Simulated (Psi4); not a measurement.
# CH5Si (SMILES C[SiH2]): UMP3/aug-cc-pVDZ

What is the vertical doublet–quartet gap of CH5Si at UMP3/aug-cc-pVDZ? 

The results are computed with Psi4 1.11.

## (1) Starting point

CH5Si: 7 atoms, total charge 0, spin state doublet. SMILES: `C[SiH2]`. The coordinates come from a PBE0-D4/def2-TZVP relaxation.

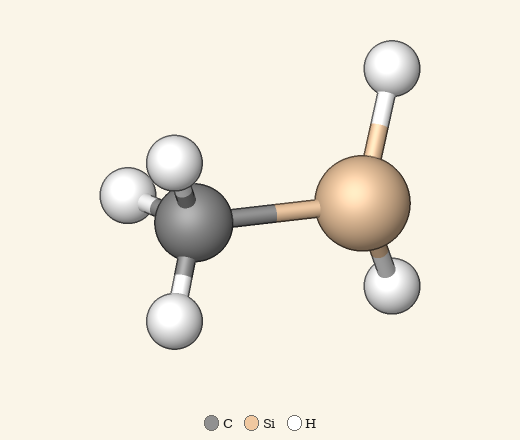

Viewed from a chosen angle; carbon grey, silicon light orange, hydrogen white.

## (2) The energy at UMP3/aug-cc-pVDZ

Input file job.inp:

```
memory 1600 mb

molecule mol {
  0 2
  C
  Si 1 1.87494
  H 1 1.094317 2 110.52863
  H 1 1.091743 3 108.14509 2 -121.48438
  H 1 1.091674 4 108.25734 3 116.95988
  H 2 1.490529 1 111.77425 5 -58.24645
  H 2 1.490422 6 109.46142 1 124.39949
  symmetry c1
  no_reorient
  no_com
}

set basis aug-cc-pVDZ
set reference uhf
set puream true
set e_convergence 1e-09
set d_convergence 1e-08
set scf_type pk
set num_frozen_docc 6
set maxiter 200
set mp_type conv

result, w = energy("mp3", return_wfn=True)
print_variables()
```

Run with:

```bash
psi4 job.inp job.out -n 1
```

job.out:

```text
[...]
  Running in c1 symmetry.
[...]
  Nuclear repulsion =   55.683071782465383
[...]
  Multiplicity = 2
[...]
  Nalpha       = 13
  Nbeta        = 12
[...]
    Number of basis functions: 95
[...]
   @UHF iter   1:  -329.57500982154465   -5.73470e-01   3.97639e-03 ADIIS/DIIS
[...]
   @UHF iter  13:  -329.67414475507491   -2.33058e-12   3.43473e-09 DIIS
[...]
   @S^2 Observed:                7.540956324E-01
[...]
    Orbital Energies [Eh]
    ---------------------
    Alpha Occupied:
       1A    -68.784710     2A    -11.222592     3A     -6.133149
       4A     -4.245279     5A     -4.236095     6A     -4.235997
       7A     -0.955279     8A     -0.695308     9A     -0.568390
      10A     -0.567107    11A     -0.471789    12A     -0.461492
      13A     -0.319119
    Alpha Virtual:
      14A      0.035709    15A      0.049979    16A      0.054412
      17A      0.055976    18A      0.078303    19A      0.085878
      20A      0.089159    21A      0.096127    22A      0.143507
      23A      0.161023    24A      0.161820    25A      0.164848
[...]
  @UHF Final Energy:  -329.67414475507491
   => Energetics <=
    Nuclear Repulsion Energy =             55.6830717824653831
    One-Electron Energy =                -565.3612072853725294
    Two-Electron Energy =                 180.0039907478322334
    Total Energy =                       -329.6741447550749058
  UHF NO Occupations:
  HONO-2 :   11  A 1.9997899
  HONO-1 :   12  A 1.9984240
[...]
 Multipole Moments:
 ------------------------------------------------------------------------------------
     Multipole            Electronic (a.u.)      Nuclear  (a.u.)        Total (a.u.)
 ------------------------------------------------------------------------------------
 L = 1.  Multiply by 2.5417464519 to convert [e a0] to [Debye]
 Dipole X            :          0.0021058           -0.0019663            0.0001395
 Dipole Y            :         -1.0937153            1.1039403            0.0102250
 Dipole Z            :          2.0375730           -2.3714353           -0.3338623
 Magnitude           :                                                    0.3340189
[...]
	SCS-MP2 Total Energy (a.u.)        :  -329.92926094453725
	SOS-MP2 Total Energy (a.u.)        :  -329.93306651715761
[...]
	SOS-PI-MP2 Total Energy (a.u.)     :  -329.95298357577940
[...]
	MP2 Total Energy (a.u.)            :  -329.92164979929663
[...]
	SCS-MP3 Total Energy (a.u.)        :  -329.93753328703281
[...]
	MP3 Total Energy (a.u.)            :  -329.95473916927875
[...]
```

Run time: 23 s. Hardware: 1 thread of Intel Xeon 6975P-C (Granite Rapids), shared host; peak memory 0.95 GiB.

## (3) The quartet, same level

Input file calc.in:

```
memory 1600 mb

molecule {
  0 4
  C     -0.23168042    -1.51782802     0.17990193
  Si     0.33296974     1.95548859     0.59337400
  H     -0.38701591    -1.99347209    -1.82660927
  H      1.32129651    -2.61405815     0.98171272
  H     -1.97873223    -2.09324963     1.11399355
  H     -1.79807441     3.48919032    -0.42651119
  H      2.74123672     2.77411795    -0.61605072
  units bohr
  symmetry c1
  no_reorient
  no_com
}

set reference uhf
set puream true
set e_convergence 1e-09
set d_convergence 1e-08
set scf_type pk
set num_frozen_docc 6
set maxiter 200
set mp_type conv

result, w = energy("mp3/aug-cc-pVDZ", return_wfn=True)
```

Run with:

```bash
psi4 -n 1 calc.in calc.out
```

calc.out:

```text
[...]
  Running in c1 symmetry.
[...]
  Nuclear repulsion =   55.683077169544077
[...]
  Multiplicity = 4
[...]
  Nalpha       = 14
  Nbeta        = 11
[...]
    Number of basis functions: 95
[...]
   @UHF iter   1:  -329.20398331192956   -2.02443e-01   4.66481e-03 ADIIS/DIIS
[...]
   @UHF iter  26:  -329.36962143921784   -4.00746e-11   7.52647e-09 DIIS
[...]
   @S^2 Observed:                3.776228783E+00
[...]
    Orbital Energies [Eh]
    ---------------------
    Alpha Occupied:
       1A    -68.862162     2A    -11.250268     3A     -6.211554
       4A     -4.320416     5A     -4.319213     6A     -4.311384
       7A     -0.990102     8A     -0.826222     9A     -0.672716
      10A     -0.593840    11A     -0.578618    12A     -0.527972
      13A     -0.383658    14A     -0.122848
    Alpha Virtual:
      15A      0.034002    16A      0.034656    17A      0.040133
      18A      0.048591    19A      0.071861    20A      0.080483
      21A      0.080795    22A      0.101574    23A      0.121566
      24A      0.133901    25A      0.142833    26A      0.148240
[...]
  @UHF Final Energy:  -329.36962143921784
   => Energetics <=
    Nuclear Repulsion Energy =             55.6830771695440774
    One-Electron Energy =                -563.6740145530650352
    Two-Electron Energy =                 178.6213159443031202
    Total Energy =                       -329.3696214392178945
  UHF NO Occupations:
  HONO-2 :   12  A 1.0000000
  HONO-1 :   13  A 1.0000000
[...]
 Multipole Moments:
 ------------------------------------------------------------------------------------
     Multipole            Electronic (a.u.)      Nuclear  (a.u.)        Total (a.u.)
 ------------------------------------------------------------------------------------
 L = 1.  Multiply by 2.5417464519 to convert [e a0] to [Debye]
 Dipole X            :         -3.1563311            3.1702045            0.0138734
 Dipole Y            :        -17.6117157           17.8324005            0.2206848
 Dipole Z            :         -9.0681217            8.6131827           -0.4549390
 Magnitude           :                                                    0.5058298
[...]
	SCS-MP2 Total Energy (a.u.)        :  -329.61820777584359
	SOS-MP2 Total Energy (a.u.)        :  -329.61841808139724
[...]
	SOS-PI-MP2 Total Energy (a.u.)     :  -329.63755628464179
[...]
	MP2 Total Energy (a.u.)            :  -329.61778716473623
[...]
	SCS-MP3 Total Energy (a.u.)        :  -329.62612036176535
[...]
	MP3 Total Energy (a.u.)            :  -329.64943750842320
[...]
```

It took 22 s on 1 thread of Intel Xeon 6975P-C (Granite Rapids), shared host; peak memory 0.99 GiB.

## (4) Results

Level: UMP3/aug-cc-pVDZ, 6 core orbitals frozen.

| quantity | value |
| --- | --- |
| doublet: total energy | -329.95474 Eh |
| doublet: HOMO energy (Hartree–Fock orbitals) (highest over α and β) | -8.68 eV |
| doublet: LUMO energy (Hartree–Fock orbitals) (lowest over α and β) | 0.87 eV |
| doublet: correlation energy (6 core orbitals frozen) | -280.6 mEh |
| doublet: ⟨S²⟩ of the reference determinant | 0.754 |
| quartet: total energy | -329.64944 Eh |
| quartet: HOMO energy (Hartree–Fock orbitals) (highest over α and β) | -3.34 eV |
| quartet: correlation energy (6 core orbitals frozen) | -279.8 mEh |
| quartet: ⟨S²⟩ of the reference determinant | 3.776 |
| vertical energy of the quartet above the doublet | 8.308 eV |

At this shape the quartet lies 8.31 eV (802 kJ/mol) above the doublet.
